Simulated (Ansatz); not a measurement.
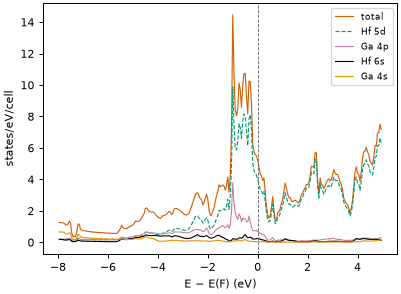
Total and projected density of states of Hf$_{2}$Ga in space group I4/mcm (No. 140; Hf on 8h, Ga on 4a), DFT-r²SCAN in the program Ansatz with PAW potentials

Q: Which orbitals carry the states next to the Fermi level?

A: Within 0.5 eV of the Fermi level: Hf 5d 78 %, Ga 4p 13 %. Projections are on Löwdin-orthogonalised atomic valence shells; empty p or d shells of many metals are not among them.

Q: Where is the tallest occupied peak in this window, and what makes it?

A: Near -1.0 eV, about 14 states/eV per cell; the largest projected share is Hf 5d.

The first step of the workflow began from a Materials Project structure, measured or hypothetical; the Crystallography Open Database files this formula in space group No. 140, but the cells were not matched. Its standing as an ambient phase is unchecked. The cell was relaxed with r²SCAN under the symmetry of its start; its stability against distortions is not shown here. The run is not spin-polarised. Spin–orbit coupling is left out wherever it is not named.

Potentials: the later of the program's two PAW sets.
